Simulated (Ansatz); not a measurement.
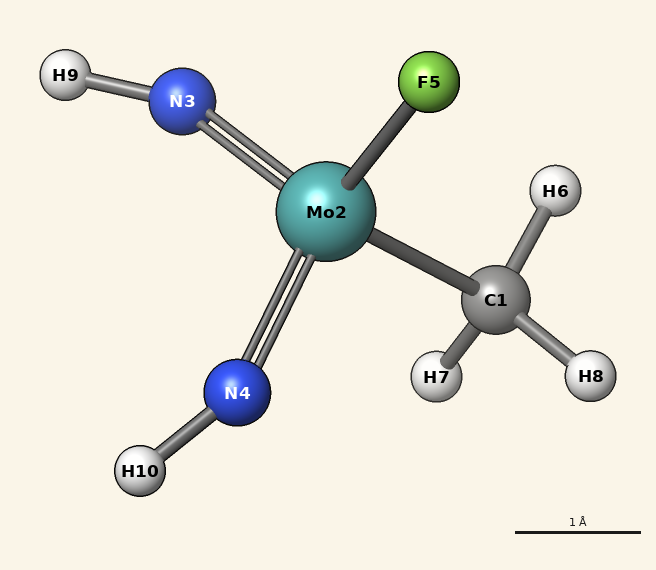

Numbered structure. The species is neutral and a spin singlet. The geometry was computed by an optimisation with PBE-D4/def2-SVP. No frequency run is at hand to confirm it as a minimum.

**Describe the coordination of atom 2.**

Mo2 has 4 neighbours (C1 at 2.11, N3 at 1.74, N4 at 1.74, F5 at 1.88 Å); the arrangement is tetrahedral.

**What is the geometry at C1?**

C1 has 4 neighbours (Mo2 at 2.11, H6 at 1.11, H7 at 1.11, H8 at 1.11 Å); the arrangement is tetrahedral.

**How are the neighbours of atom 3 arranged?**

N3 has 2 neighbours (Mo2 at 1.74, H9 at 1.03 Å); the arrangement is bent.
